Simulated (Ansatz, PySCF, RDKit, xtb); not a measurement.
# Which structure has the formula N2H3?

Task: start from the formula N2H3 (odd number of electrons), draw up candidate structures, narrow them down in stages, and characterise the one that lies lowest at 298.15 K.

The funnel: GFN2-xTB relaxations, single points with a density functional, relaxations at r2SCAN-D4/def2-TZVP, harmonic vibrations, and a last energy at a higher level. All values are calculated.

3 further runs of the same task are left out: 3 set aside as unsound or not needed.

## Step 1: Drawing up candidates

All bonding patterns within simple valence rules are listed by program: one Lewis structure each, at most two rings and one unusual centre or charged pair. O–O, O–halogen and N–halogen bonds and N–N–N chains are not drawn. That gives 1 candidate.

```tsv
label	SMILES	spin
c315	[NH]N	doublet
```

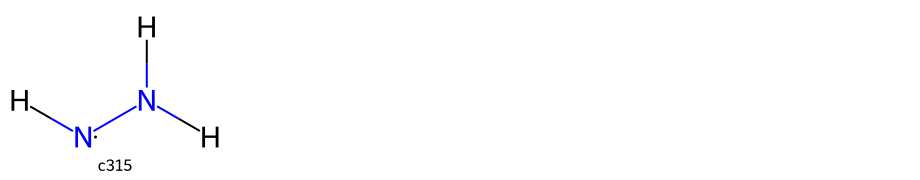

Structural formulas of the candidates.

Candidates are built by distance geometry, with a force field where one applies, in up to four conformers (letters a to d). 7 starts with atoms placed at random are added, to find patterns that the rules miss.

## Step 2: First filter: tight binding

All 8 starts are relaxed the same way. One of them, c624 (atoms placed at random), in full:

File start.xyz:

```xyz
5
c624
N     -1.491440     0.832380     0.195460
N     -0.318500     0.180740    -0.795500
H      0.145290    -0.456430     0.235120
H     -1.000370    -0.367530    -0.560470
H     -0.468830     0.001160    -1.806610
```

Started as:

```
xtb start.xyz --gfn 2 --opt --uhf 1
```

Log (excerpt; [...] marks lines left out):

```text
* xtb version 6.7.1
[...]
          :  # basis functions                  11          :
[...]
          :  # electrons                        13          :
[...]
          :  Hamiltonian                  GFN2-xTB          :
[...]
          :  net charge                          0          :
          :  unpaired electrons                  1          :
[...]
   *** convergence criteria satisfied after 15 iterations ***
[...]
   *** GEOMETRY OPTIMIZATION CONVERGED AFTER 13 ITERATIONS ***
[...]
   *** convergence criteria satisfied after 3 iterations ***
[...]
         ::                     SUMMARY                     ::
         :::::::::::::::::::::::::::::::::::::::::::::::::::::
         :: total energy              -7.146368811283 Eh    ::
         :: gradient norm              0.000511634855 Eh/a0 ::
         :: HOMO-LUMO gap              5.497234028357 eV    ::
         ::.................................................::
         :: SCC energy                -7.195056438661 Eh    ::
         :: -> isotropic ES            0.058090533565 Eh    ::
         :: -> anisotropic ES          0.007639601109 Eh    ::
         :: -> anisotropic XC          0.009598433839 Eh    ::
         :: -> dispersion             -0.000888698542 Eh    ::
         :: repulsion energy           0.048687627377 Eh    ::
         :: add. restraining           0.000000000000 Eh    ::
         :: total charge              -0.000000000000 e     ::
         :::::::::::::::::::::::::::::::::::::::::::::::::::::
[...]
         7        1.4996           -0.2706354              -7.3644 (HOMO)
         8                         -0.0686158              -1.8671 (LUMO)
[...]
     #   Z          covCN         q      C6AA      α(0)
     1   7          0.979    -0.589    35.632     8.589
     2   7          3.549     0.048    20.395     6.707
     3   1          0.857     0.180     1.214     1.726
     4   1          0.857     0.180     1.213     1.725
     5   1          0.856     0.180     1.215     1.727
[...]
     #   Z sym  total        # sym  WBO       # sym  WBO       # sym  WBO
 ---------------------------------------------------------------------------
     1   7      1.135 --     2      1.030
     2   7      3.754 --     1      1.030     4      0.908     3      0.908
                             5      0.908
     3   1      0.946 --     2      0.908
     4   1      0.946 --     2      0.908
     5   1      0.946 --     2      0.908
 ---------------------------------------------------------------------------
[...]
molecular dipole:
                 x           y           z       tot (Debye)
 q only:        0.969      -1.473      -0.843
   full:        1.251      -1.901      -1.088       6.411
molecular quadrupole (traceless):
[...]
          | TOTAL ENERGY               -7.146368811283 Eh   |
          | GRADIENT NORM               0.000511634855 Eh/α |
          | HOMO-LUMO GAP               5.497234028357 eV   |
           -------------------------------------------------
[...]
```

Run time: 0.026 s. Hardware: 1 thread of Arm Neoverse V2, shared host.

## Step 3: What the search left

8 of the 8 relaxations converged; 6 ended on a minimum already found. 2 distinct structures remain:

```tsv
label	start	SMILES after	spin	energy (kcal/mol)
c105	random and drawn	[NH]N	doublet	0.0
c206	random	[N][NH3] ‡	doublet	71.2
```

‡ marks the bonded skeleton alone, with all bonds drawn single: no Lewis structure was assigned that passes a check against the bond lengths.

GFN2-xTB has no spin polarisation, so it can't rank spin states and is rough for open shells.

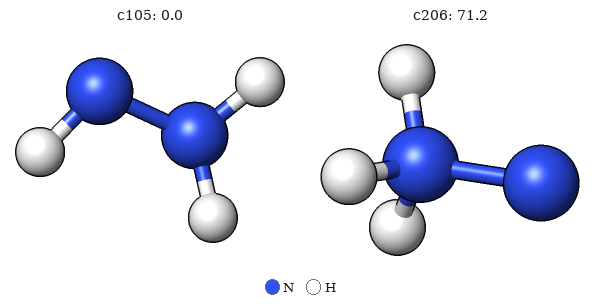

The 2 lowest minima that did not fall apart, with their GFN2-xTB energies in kcal/mol.

## Step 4: Screening with a density functional

A choice of the minima (the low ones first, few conformers of a pattern, up to a cap) and the lowest that fell apart get a single point at r2SCAN-D4/def2-SVP on the tight-binding geometry, and one at HF/STO-3G for comparison. The first, c105:

File input.yaml:

```yaml
crystal:
  periodic: [false, false, false]
  atoms:
    - {symbol: "N", position_ang: [0.439236, -0.369876, -0.939007]}
    - {symbol: "N", position_ang: [0.307419, 0.889273, -0.517189]}
    - {symbol: H, position_ang: [1.366028, -0.570586, -1.287841]}
    - {symbol: H, position_ang: [-0.576740, 0.997170, -0.020768]}
    - {symbol: H, position_ang: [-0.044763, -1.140380, -0.486035]}
basis:
  gaussian: {orbitals: def2-SVP}
scf: {lower_state_search: "off"}
magnetization: {spin_polarized: true, initial_magnetization: 1}
hamiltonian: {xc: r2scan, dispersion: d4}
```

Started as:

```
ansatz run input.yaml --threads 1 --pin off --max-ram 2610MiB --events-out events.jsonl --progress --plain --runs-dir runs
```

Log (excerpt; [...] marks lines left out):

```text
Warning: RAYON_NUM_THREADS=1 ignored (pool sized by the plan → 1); use --threads N
Functional definition: r2SCAN
  name "r2SCAN"
[...]
518 factors; their error is unknown
[...]
mean field -3022.60315048 eV, -111.0786169862 hartree, gradient 4.4e-6 eV, S^2 0.754093; 0 other end points of the search recorded, 0 dependent functions left out
reference -3022.60315721 eV, -111.0786172334 hartree; 9, 8 occupied and 34, 35 virtual orbitals, 518 factors
Total energy: -3022.61067038 eV, -111.0788933374 hartree
Checks for a lower state left out: stability, starts, cluster_reference, orbital_swaps, neighbouring_geometries, increment
```

It took 1.1 s on 1 thread of Arm Neoverse V2, shared host.

Relative energies in kcal/mol, each column from its lowest structure that stays in one piece:

```tsv
label	SMILES	spin	GFN2-xTB	HF/STO-3G	r2SCAN-D4/def2-SVP
c105	[NH]N	doublet	0.0	0.0	0.0
c206	[N][NH3] ‡	doublet	71.2	78.3	66.5
```

‡ marks the bonded skeleton alone, with all bonds drawn single: no Lewis structure was assigned that passes a check against the bond lengths.

## Step 5: Relaxing the best candidates

2 candidates are relaxed at r2SCAN-D4/def2-TZVP (chosen among the lowest in one piece). The first, c105:

File input.yaml:

```yaml
crystal:
  periodic: [false, false, false]
  atoms:
    - {symbol: N, position_ang: [0.439236, -0.369876, -0.939007]}
    - {symbol: N, position_ang: [0.307419, 0.889273, -0.517189]}
    - {symbol: H, position_ang: [1.366028, -0.570586, -1.287841]}
    - {symbol: H, position_ang: [-0.576740, 0.997170, -0.020768]}
    - {symbol: H, position_ang: [-0.044763, -1.140380, -0.486035]}
basis:
  gaussian: {orbitals: def2-TZVP}
relax: {f_tol: 0.003}
magnetization: {spin_polarized: true, initial_magnetization: 1}
hamiltonian: {xc: r2scan, dispersion: d4}
```

Started as:

```
ansatz run input.yaml --threads 1 --pin off --max-ram 2610MiB --events-out events.jsonl --progress --plain --runs-dir runs
```

Log (excerpt; [...] marks lines left out):

```text
Warning: RAYON_NUM_THREADS=1 ignored (pool sized by the plan → 1); use --threads N
[...]
Functional definition: r2SCAN
  name "r2SCAN"
[...]
442 factors; their error is unknown
[...]
mean field -3026.29487174 eV, -111.2142852403 hartree, gradient 5.4e-5 eV, S^2 0.755465; 0 other end points of the search recorded, 0 dependent functions left out
[...]
reference -3026.29487966 eV, -111.2142855313 hartree; 9, 8 occupied and 71, 72 virtual orbitals, 442 factors
relax step   1: F+E_penalty+E_count = -3026.30238492 eV  Δ(F+E_penalty+E_count) = +0.000e0 eV  max|allowed force component| = 7.491e-1 eV/Å  Δτ_max = 0.0000 Å  (29 SCF iters, accepted)
[...]
relax step   6: F+E_penalty+E_count = -3026.32353561 eV  Δ(F+E_penalty+E_count) = -2.448e-5 eV  max|allowed force component| = 4.949e-3 eV/Å  Δτ_max = 0.0020 Å  (35 SCF iters, accepted)
[...]
relax step   7: F+E_penalty+E_count = -3026.32353625 eV  Δ(F+E_penalty+E_count) = -6.355e-7 eV  max|allowed force component| = 2.131e-4 eV/Å  Δτ_max = 0.0002 Å  (35 SCF iters, accepted)
442 factors; their error is unknown
[...]
mean field -3026.31602203 eV, -111.2150624991 hartree, gradient 2.0e-5 eV, S^2 0.755484; 1 other end points of the search recorded, 0 dependent functions left out
[...]
reference -3026.31602993 eV, -111.2150627894 hartree; 9, 8 occupied and 71, 72 virtual orbitals, 442 factors
Total energy: -3026.32354415 eV, -111.2153389317 hartree
Atom 0 at     0.430664    -0.357582    -0.959224 Å, force    -0.000015    -0.000187     0.000186 eV/Å
Atom 1 at     0.319839     0.911808    -0.514706 Å, force     0.000091    -0.000163    -0.000016 eV/Å
Atom 2 at     1.360132    -0.588272    -1.277630 Å, force     0.000028     0.000128    -0.000107 eV/Å
Atom 3 at    -0.578129     0.952851    -0.024661 Å, force    -0.000078     0.000009    -0.000026 eV/Å
Atom 4 at    -0.041326    -1.113205    -0.474619 Å, force    -0.000026     0.000213    -0.000038 eV/Å
Dipole moment:    -0.109797    -0.519479     0.134299 e Å
```

It took 19 s on 1 thread of Arm Neoverse V2, shared host.

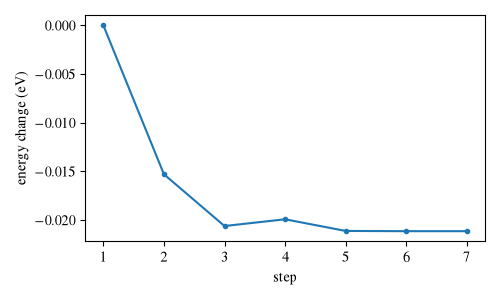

Energy along the run, all evaluated steps.

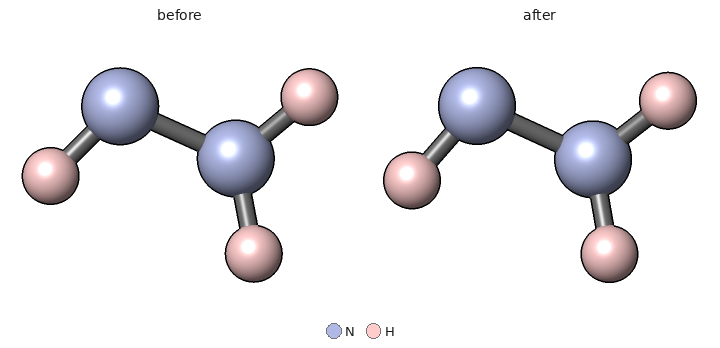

Before and after, at one scale.

After the run. Bond lengths: N1–N2 1.350 Å, N1–H3 1.009 Å, N2–H4 1.024 Å, N1–H5 1.014 Å. Angles: N1–N2–H4 105.5°, N2–N1–H3 113.2°, N2–N1–H5 120.3°, H3–N1–H5 114.1°.

## Step 6: The relaxed candidates

```tsv
label	spin	r2SCAN-D4/def2-SVP (kcal/mol)	r2SCAN-D4/def2-TZVP, relaxed (kcal/mol)	time
c105	doublet	0.0	0.0	19 s
c206	doublet	66.5	61.3	2 min
```

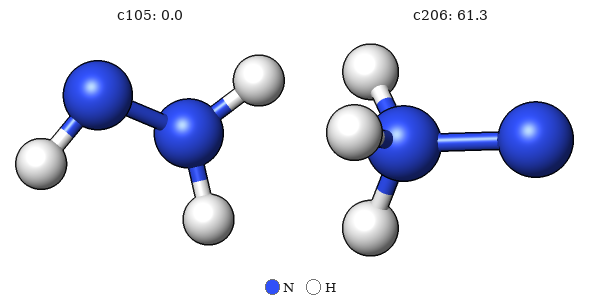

The relaxed structures, with energies at r2SCAN-D4/def2-TZVP in kcal/mol.

## Step 7: Are they minima? Harmonic frequencies

The lowest few in one piece go on as finalists. Harmonic vibrations at r2SCAN-D4/def2-TZVP test each finalist and give the zero-point energy and the thermal terms. The first, c105:

File input.yaml:

```yaml
crystal:
  periodic: [false, false, false]
  atoms:
    - {symbol: N, position_ang: [0.430664, -0.357582, -0.959224]}
    - {symbol: N, position_ang: [0.319839, 0.911808, -0.514706]}
    - {symbol: H, position_ang: [1.360132, -0.588272, -1.277630]}
    - {symbol: H, position_ang: [-0.578129, 0.952851, -0.024661]}
    - {symbol: H, position_ang: [-0.041326, -1.113205, -0.474619]}
basis:
  gaussian:
    orbitals: def2-TZVP
magnetization:
  spin_polarized: true
  initial_magnetization: 1
hamiltonian:
  xc: r2scan
  dispersion: d4
scf:
  lower_state_search: off
phonons: {}
```

Started as:

```
ansatz run input.yaml --threads 1 --pin off --max-ram 2610MiB --events-out events.jsonl --progress --plain --runs-dir runs
```

Log (excerpt; [...] marks lines left out):

```text
Warning: RAYON_NUM_THREADS=1 ignored (pool sized by the plan → 1); use --threads N
Functional definition: r2SCAN
  name "r2SCAN"
[...]
442 factors; their error is unknown
[...]
mean field -3026.31602089 eV, -111.2150624571 hartree, gradient 7.4e-6 eV, S^2 0.755484; 0 other end points of the search recorded, 0 dependent functions left out
[...]
reference -3026.31602879 eV, -111.2150627474 hartree; 9, 8 occupied and 71, 72 virtual orbitals, 442 factors
[...]
442 factors; their error is unknown
mean field -3026.31583431 eV, -111.2150556003 hartree, gradient 4.0e-6 eV, S^2 0.755486; 0 other end points of the search recorded, 0 dependent functions left out
[...]
reference -3026.31584220 eV, -111.2150558904 hartree; 9, 8 occupied and 71, 72 virtual orbitals, 442 factors
[...]
442 factors; their error is unknown
[...]
mean field -3026.31598622 eV, -111.2150611831 hartree, gradient 4.0e-6 eV, S^2 0.755484; 0 other end points of the search recorded, 0 dependent functions left out
[...]
reference -3026.31599412 eV, -111.2150614732 hartree; 9, 8 occupied and 71, 72 virtual orbitals, 442 factors
Total energy: -3026.32354301 eV, -111.2153388897 hartree
Atom 0 at     0.430664    -0.357582    -0.959224 Å, force    -0.000051    -0.000215     0.000211 eV/Å
Atom 1 at     0.319839     0.911808    -0.514706 Å, force     0.000095    -0.000137    -0.000015 eV/Å
Atom 2 at     1.360132    -0.588272    -1.277630 Å, force     0.000042     0.000135    -0.000111 eV/Å
Atom 3 at    -0.578129     0.952851    -0.024661 Å, force    -0.000067    -0.000000    -0.000034 eV/Å
Atom 4 at    -0.041326    -1.113205    -0.474619 Å, force    -0.000019     0.000217    -0.000052 eV/Å
Dipole moment:    -0.109797    -0.519479     0.134298 e Å
Vibrations: 579.35 716.06 1145.23 1232.18 1488.80 1661.16 3396.65 3458.23 3611.04 cm⁻¹, zero-point energy 1.071762 eV
Checks for a lower state left out: stability, starts, cluster_reference, orbital_swaps, neighbouring_geometries, increment
```

Run time: 43 s. Hardware: 1 thread of Arm Neoverse V2, shared host.

## Step 8: Zero-point energy and free-energy terms

At 298.15 K and 1 atm, ideal gas, rigid rotor and harmonic oscillator:

```tsv
label	SMILES	spin	point group	lowest mode (cm⁻¹)	zero-point (kcal/mol)	G − E (kcal/mol)
c105	[NH]N	doublet	C1	579	24.7	10.0
c206	[N][NH3] ‡	doublet	Cs	652	23.4	9.0
```

Chiral structures get −RT ln 2 for their mirror image.

‡ marks the bonded skeleton alone, with all bonds drawn single: no Lewis structure was assigned that passes a check against the bond lengths.

## Step 9: Last filter: a higher level

Each finalist gets a single point at CCSD(T)/def2-TZVPP.

c105, CCSD(T)/def2-TZVPP:

File input.yaml:

```yaml
basis:
  gaussian:
    orbitals: def2-TZVPP
crystal:
  periodic: [false, false, false]
  atoms:
    - {symbol: "N", position_ang: [0.430664, -0.357582, -0.959224]}
    - {symbol: N, position_ang: [0.319839, 0.911808, -0.514706]}
    - {symbol: H, position_ang: [1.360132, -0.588272, -1.277630]}
    - {symbol: H, position_ang: [-0.578129, 0.952851, -0.024661]}
    - {symbol: H, position_ang: [-0.041326, -1.113205, -0.474619]}
magnetization:
  spin_polarized: true
  initial_magnetization: 1
correlation:
  method: ccsd_t
  frozen_orbitals: {H: 0, "N": 1}
scf:
  omitted_lower_state_checks: [cluster_reference]
```

Started as:

```
ansatz run input.yaml --threads 1 --pin off --max-ram 2610MiB --events-out events.jsonl --progress --plain --runs-dir runs
```

Log (excerpt; [...] marks lines left out):

```text
Warning: RAYON_NUM_THREADS=1 ignored (pool sized by the plan → 1); use --threads N
Functional definition: HF
  name "HF"
[...]
622 factors; integrals over basis functions are off by at most 1.0e-3 eV
[...]
mean field -3010.29569517 eV, -110.6263263457 hartree, gradient 2.9e-6 eV, S^2 0.765654; 0 other end points of the search recorded, 0 dependent functions left out
2 core orbitals not correlated: weight in the atoms' cores, before any rotation towards them, 1.000 or more for the frozen orbitals, at most 0.000 for the correlated occupied ones
reference -3010.29569517 eV, -110.6263263457 hartree; 7, 6 occupied and 95, 96 virtual orbitals, 622 factors
second order -10.85350590 eV of doubles, -0.00000000 eV of singles
cycle   1  -11.08349969 eV  change   -2.3e-1 eV  update   7.0e-2
[...]
cycle  12  -11.43815585 eV  change    1.2e-5 eV  update   1.1e-5
perturbative correction -0.42942159 eV, -0.0157809522 hartree
Total energy: -3022.16327261 eV, -111.0624517724 hartree
Checks for a lower state left out: cluster_reference
```

Run time: 14 s. Hardware: 1 thread of Arm Neoverse V2, shared host; peak memory 0.73 GiB.

## Step 10: c206 at CCSD(T)/def2-TZVPP

File input.yaml:

```yaml
crystal:
  periodic: [false, false, false]
  atoms:
    - {symbol: N, position_ang: [0.241918, -1.192008, 0.017380]}
    - {symbol: "N", position_ang: [0.587572, 0.147912, 0.369733]}
    - {symbol: H, position_ang: [1.192575, 0.660094, -0.304225]}
    - {symbol: H, position_ang: [1.028707, 0.278941, 1.302750]}
    - {symbol: H, position_ang: [-0.287673, 0.682541, 0.407401]}
basis:
  gaussian:
    orbitals: def2-TZVPP
magnetization:
  spin_polarized: true
  initial_magnetization: 1
correlation:
  method: ccsd_t
  frozen_orbitals: {H: 0, "N": 1}
scf:
  omitted_lower_state_checks: [cluster_reference]
```

Started as:

```
ansatz run input.yaml --threads 1 --pin off --max-ram 2610MiB --events-out events.jsonl --progress --plain --runs-dir runs
```

Log (excerpt; [...] marks lines left out):

```text
Warning: RAYON_NUM_THREADS=1 ignored (pool sized by the plan → 1); use --threads N
Functional definition: HF
  name "HF"
[...]
618 factors; integrals over basis functions are off by at most 1.1e-3 eV
[...]
mean field -3007.85110106 eV, -110.5364891691 hartree, gradient 2.8e-6 eV, S^2 0.759305; 6 other end points of the search recorded, 0 dependent functions left out
2 core orbitals not correlated: weight in the atoms' cores, before any rotation towards them, 1.000 or more for the frozen orbitals, at most 0.000 for the correlated occupied ones
reference -3007.85110106 eV, -110.5364891691 hartree; 7, 6 occupied and 95, 96 virtual orbitals, 618 factors
second order -10.60080743 eV of doubles, -0.00000000 eV of singles
cycle   1  -10.91630264 eV  change   -3.2e-1 eV  update   6.3e-2
[...]
cycle  11  -11.23514449 eV  change   -1.3e-5 eV  update   7.7e-6
perturbative correction -0.40849148 eV, -0.0150117848 hartree
Total energy: -3019.49473703 eV, -110.9643848987 hartree
Checks for a lower state left out: cluster_reference
```

Run time: 16 s. Hardware: 1 thread of Arm Neoverse V2, shared host; peak memory 0.74 GiB.

## Step 11: Free energies and the winner

Energies in kcal/mol from c105; G adds the thermal terms to the CCSD(T)/def2-TZVPP energy. The columns left of the relaxed level are at the tight-binding geometries.

```tsv
label	SMILES	spin	GFN2-xTB	HF/STO-3G	r2SCAN-D4/def2-SVP	r2SCAN-D4/def2-TZVP	HF/def2-TZVPP	MP2/def2-TZVPP	CCSD(T)/def2-TZVPP	G	share at equilibrium	T1
c105	[NH]N	doublet	0.0	0.0	0.0	0.0	0.0	0.0	0.0	0.0	100.0 %	0.022
c206	[N][NH3] ‡	doublet	71.2	78.3	66.5	61.3	56.4	62.2	61.5	60.6	< 0.1 %	0.013
```

‡ marks the bonded skeleton alone, with all bonds drawn single: no Lewis structure was assigned that passes a check against the bond lengths.

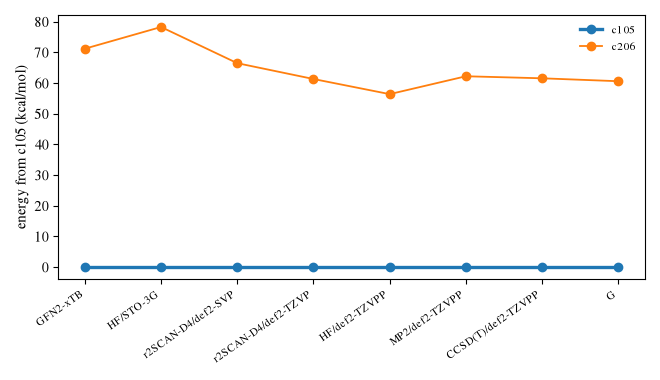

The finalists at each level, measured from c105.

Lowest found: c105, `[NH]N`, a doublet of point group C1. Bond lengths: N1–N2 1.350 Å, N1–H3 1.009 Å, N2–H4 1.024 Å, N1–H5 1.014 Å. Angles: N1–N2–H4 105.5°, N2–N1–H3 113.2°, N2–N1–H5 120.3°, H3–N1–H5 114.1°.

```xyz
5

N     0.4307   -0.3576   -0.9592
N     0.3198    0.9118   -0.5147
H     1.3601   -0.5883   -1.2776
H    -0.5781    0.9529   -0.0247
H    -0.0413   -1.1132   -0.4746
```

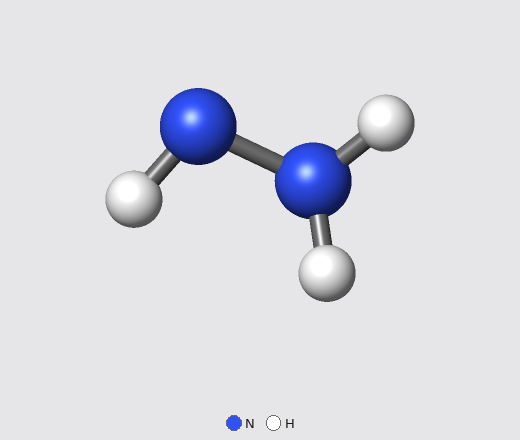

The lowest structure found, seen from a chosen angle (nitrogen blue, hydrogen white).

## Step 12: Density, orbitals and dipole (PBE0/def2-TZVPD)

File input.yaml:

```yaml
basis:
  gaussian: {orbitals: def2-TZVPD}
crystal:
  periodic: [false, false, false]
  atoms:
    - {symbol: N, position_ang: [0.430664, -0.357582, -0.959224]}
    - {symbol: N, position_ang: [0.319839, 0.911808, -0.514706]}
    - {symbol: H, position_ang: [1.360132, -0.588272, -1.277630]}
    - {symbol: H, position_ang: [-0.578129, 0.952851, -0.024661]}
    - {symbol: H, position_ang: [-0.041326, -1.113205, -0.474619]}
output: {forces: true, orbitals: {seedname: orbitals}}
hamiltonian: {xc: {name: PBE0}}
magnetization: {spin_polarized: true, initial_magnetization: 1}
```

Started as:

```
ansatz run input.yaml --threads 1 --pin off --max-ram 2610MiB --events-out events.jsonl --progress --plain --runs-dir runs
```

Log (excerpt; [...] marks lines left out):

```text
Warning: RAYON_NUM_THREADS=1 ignored (pool sized by the plan → 1); use --threads N
Functional definition: PBE0
  name "PBE0"
[...]
511 factors; their error is unknown
[...]
mean field -3024.59904237 eV, -111.1519646602 hartree, gradient 7.4e-5 eV, S^2 0.755145; 0 other end points of the search recorded, 0 dependent functions left out
[...]
reference -3024.59906619 eV, -111.1519655356 hartree; 9, 8 occupied and 92, 93 virtual orbitals, 511 factors
Total energy: -3024.59906619 eV, -111.1519655356 hartree
Atom 0 at     0.430664    -0.357582    -0.959224 Å, force     0.052476     0.361076     0.173330 eV/Å
Atom 1 at     0.319839     0.911808    -0.514706 Å, force    -0.105454    -0.490986    -0.104152 eV/Å
Atom 2 at     1.360132    -0.588272    -1.277630 Å, force    -0.050515     0.003290    -0.001279 eV/Å
Atom 3 at    -0.578129     0.952851    -0.024661 Å, force     0.085938     0.038298    -0.029094 eV/Å
Atom 4 at    -0.041326    -1.113205    -0.474619 Å, force     0.017555     0.088322    -0.038805 eV/Å
Dipole moment:    -0.104862    -0.502052     0.125844 e Å
```

Wall time 1.8 s (1 thread of Arm Neoverse V2, shared host).

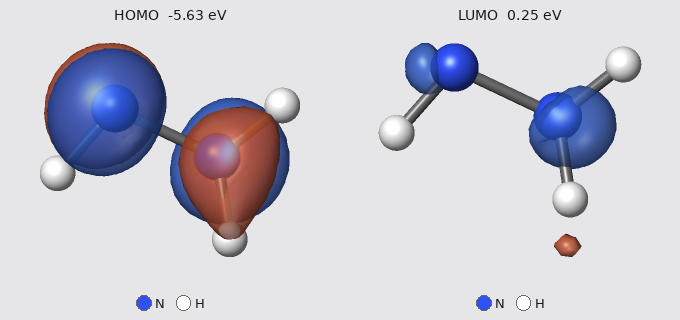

Frontier orbitals of this run (spin up), surfaces at ±0.2 Å^-3/2.

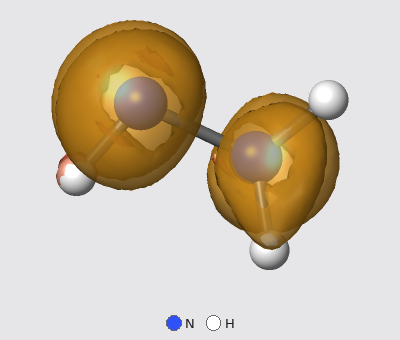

Spin density, surfaces at ±0.03 e/Å³.

[end of part 1 of 2]
